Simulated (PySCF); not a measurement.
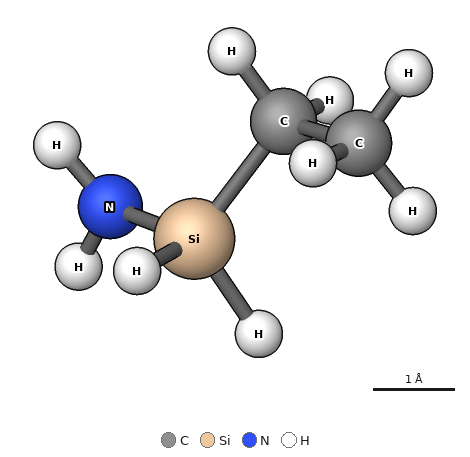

**Figure 1.** The input geometry (ball-and-stick view, seen at a tilt).

## Run report: C$_{2}$H$_{9}$NSi, polarizability calculation

The run: polarizability calculation of C$_{2}$H$_{9}$NSi, SMILES CC[SiH2]N. Method and program: HF/6-31G*, RHF (PySCF 2.14.0).

The geometry comes from this level: PBE0-D4/def2-TZVP.

## Log
```
PySCF version 2.14.0

[INPUT] num. atoms = 13
[INPUT] num. electrons = 42
[INPUT] charge = 0
[INPUT] spin (= nelec alpha-beta = 2S) = 0
[INPUT] symmetry False subgroup None
[INPUT] Mole.unit = angstrom
[INPUT] Symbol           X                Y                Z      unit          X                Y                Z       unit  Magmom
[INPUT]  1 C     -1.322200000000   1.330400000000  -0.520900000000 AA   -2.498595881900   2.514091636121  -0.984358338286 Bohr   0.0
[INPUT]  2 C     -0.660000000000   0.345600000000   0.438400000000 AA   -1.247219242213   0.653089348650   0.828455933009 Bohr   0.0
[INPUT]  3 Si     0.768100000000  -0.585500000000  -0.331800000000 AA    1.451498636278  -1.106434645933  -0.627011128131 Bohr   0.0
[INPUT]  4 N      1.481600000000  -1.646200000000   0.824300000000 AA    2.799818226156  -3.110867146259   1.557701244479 Bohr   0.0
[INPUT]  5 H     -1.733500000000   0.819400000000  -1.395700000000 AA   -3.275840236934   1.548441586469  -2.637490752055 Bohr   0.0
[INPUT]  6 H     -2.143200000000   1.870700000000  -0.043000000000 AA   -4.050061030168   3.535110661224  -0.081258223356 Bohr   0.0
[INPUT]  7 H     -0.608900000000   2.074000000000  -0.886100000000 AA   -1.150654237248   3.919291982348  -1.674486318977 Bohr   0.0
[INPUT]  8 H     -1.385200000000  -0.387200000000   0.807000000000 AA   -2.617648627748  -0.731701955432   1.525008982524 Bohr   0.0
[INPUT]  9 H     -0.287000000000   0.873700000000   1.324300000000 AA   -0.542351397750   1.651053715032   2.502564306762 Bohr   0.0
[INPUT] 10 H      1.703700000000   0.431100000000  -0.911500000000 AA    3.219526398421   0.814660932300  -1.722485362541 Bohr   0.0
[INPUT] 11 H      0.307900000000  -1.446900000000  -1.456800000000 AA    0.581846673754  -2.734244729633  -2.752953018266 Bohr   0.0
[INPUT] 12 H      1.890400000000  -1.272900000000   1.666400000000 AA    3.572338265878  -2.405432383959   3.149039613975 Bohr   0.0
[INPUT] 13 H      2.008800000000  -2.440900000000   0.500200000000 AA    3.796081839026  -4.612632497451   0.945241007507 Bohr   0.0

nuclear repulsion = 173.983578686248
number of shells = 44
number of NR pGTOs = 168
number of NR cGTOs = 78
basis = 6-31g*
ecp = {}

******** <class 'pyscf.scf.hf.RHF'> ********
method = RHF
initial guess = minao
damping factor = 0
level_shift factor = 0
DIIS = <class 'pyscf.scf.diis.CDIIS'>
diis_start_cycle = 1
diis_space = 8
diis_damp = 0
SCF conv_tol = 1e-10
SCF conv_tol_grad = None
SCF max_cycles = 50
direct_scf = True
direct_scf_tol = 1e-13
Set gradient conv threshold to 1e-05
Initial guess from minao.
init E= -424.600410487739
  HOMO = -0.277675594125079  LUMO = 0.0856016686313379  gap/eV = 9.88528
cycle= 1 E= -424.317109704995  delta_E= 0.283  |g|= 0.345  |ddm|= 2.82
  HOMO = -0.368581784359028  LUMO = 0.164235178372937  gap/eV = 14.49869
cycle= 2 E= -424.356712718949  delta_E= -0.0396  |g|= 0.108  |ddm|= 0.399
  HOMO = -0.392470599879471  LUMO = 0.165934254707413  gap/eV = 15.19497
cycle= 3 E= -424.36005706026  delta_E= -0.00334  |g|= 0.0496  |ddm|= 0.132
  HOMO = -0.384093889628499  LUMO = 0.169233109847067  gap/eV = 15.05679
cycle= 4 E= -424.360709378702  delta_E= -0.000652  |g|= 0.00461  |ddm|= 0.0503
  HOMO = -0.385175472376591  LUMO = 0.168654235642346  gap/eV = 15.07047
cycle= 5 E= -424.36071964523  delta_E= -1.03e-05  |g|= 0.00112  |ddm|= 0.0088
  HOMO = -0.38531004700006  LUMO = 0.168616109866628  gap/eV = 15.07310
cycle= 6 E= -424.360720514401  delta_E= -8.69e-07  |g|= 0.000336  |ddm|= 0.00299
  HOMO = -0.38532664676525  LUMO = 0.168603861338986  gap/eV = 15.07322
cycle= 7 E= -424.360720582693  delta_E= -6.83e-08  |g|= 0.000111  |ddm|= 0.00077
  HOMO = -0.385331940614093  LUMO = 0.168599468922972  gap/eV = 15.07324
cycle= 8 E= -424.360720592752  delta_E= -1.01e-08  |g|= 2.35e-05  |ddm|= 0.000379
  HOMO = -0.385332117588696  LUMO = 0.168599159758315  gap/eV = 15.07324
cycle= 9 E= -424.360720593249  delta_E= -4.97e-10  |g|= 6.29e-06  |ddm|= 8.59e-05
  HOMO = -0.385332560925198  LUMO = 0.168598910413118  gap/eV = 15.07324
cycle= 10 E= -424.360720593289  delta_E= -3.96e-11  |g|= 1.49e-06  |ddm|= 2.39e-05
  HOMO = -0.385332431816199  LUMO = 0.168599010606184  gap/eV = 15.07324
```

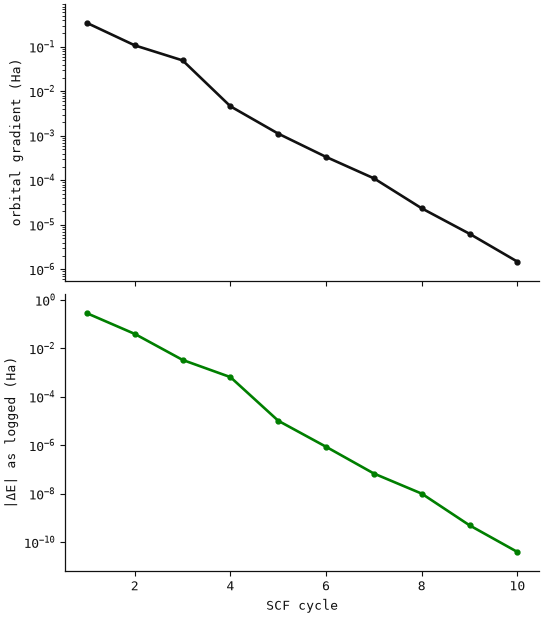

**Figure 2.** Convergence of the self-consistent field: orbital gradient and size of the energy change against the SCF cycle. The residual falls at every step.

```
Extra cycle  E= -424.360720593288  delta_E= 4.55e-13  |g|= 6.41e-07  |ddm|= 3.35e-06
converged SCF energy = -424.360720593288
Final energy -424.3607205932882
Isotropic polarizability 46.0032094662
Polarizability anisotropy 1.84969870109
isotropic polarizability 46.0032 bohr^3
```

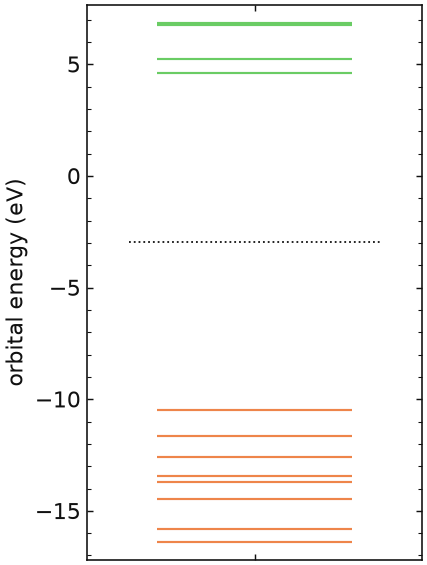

**Figure 3.** Orbital energies near the frontier; the dotted line parts filled from empty levels, and levels within 0.02 eV of each other stand side by side. Highest filled −10.49 eV, lowest empty 4.59 eV, 15.08 eV apart.

This output came from the following input.

## The input (run.py)
```python
import numpy
from pyscf import gto
from pyscf.prop.polarizability import rhf

mol = gto.M(
    atom=[
    ('C', (-1.322200, 1.330400, -0.520900)),
    ('C', (-0.660000, 0.345600, 0.438400)),
    ('Si', (0.768100, -0.585500, -0.331800)),
    ('N', (1.481600, -1.646200, 0.824300)),
    ('H', (-1.733500, 0.819400, -1.395700)),
    ('H', (-2.143200, 1.870700, -0.043000)),
    ('H', (-0.608900, 2.074000, -0.886100)),
    ('H', (-1.385200, -0.387200, 0.807000)),
    ('H', (-0.287000, 0.873700, 1.324300)),
    ('H', (1.703700, 0.431100, -0.911500)),
    ('H', (0.307900, -1.446900, -1.456800)),
    ('H', (1.890400, -1.272900, 1.666400)),
    ('H', (2.008800, -2.440900, 0.500200)),
],
    charge=0,
    basis='6-31g*',
    max_memory=1860,
    verbose=4,
)

mf = mol.RHF()
mf.conv_tol = 1e-10
mf.kernel()
if not mf.converged:
    mf = mf.newton().run(mf.mo_coeff, mf.mo_occ)

energy = mf.e_tot
print('Final energy', energy)
pol = rhf.Polarizability(mf)
alpha = pol.polarizability()
print('isotropic polarizability %.4f bohr^3' % (numpy.trace(alpha) / 3))
alpha_w = pol.polarizability_with_freq(freq=0.0774)
beta = pol.hyper_polarizability()
```

Launched with:
```bash
OMP_NUM_THREADS=1 python run.py
```

## Results in brief

```csv
quantity,value
outcome,converged
total energy,−424.360721 hartree
basis functions,78
HOMO,−10.49 eV
LUMO,4.59 eV
dipole moment,1.13 D
hardware,"1 thread of Arm Neoverse V1, 24 GiB of memory available, shared host"
wall time,20 s
peak memory,0.15 GiB
```
